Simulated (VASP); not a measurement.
Band structure of SrO (rock salt). Method: RPBE GGA, VASP's PBE PAW potentials (set 64) (plane waves; VASP 6.6.1).

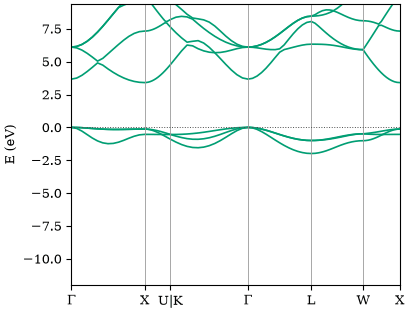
Figure. Bands along high-symmetry lines, zero at the valence-band maximum or, without a gap, the Fermi level

Task: Read the plot: is there a gap, and where are the band edges?

Result: The gap is indirect, 3.41 eV, from the valence maximum at Γ to the conduction minimum at X. (Edges off the drawn lines would not show.)

The compound is SrO in the rock salt structure. It was relaxed first, which changed the volume by +6 %.
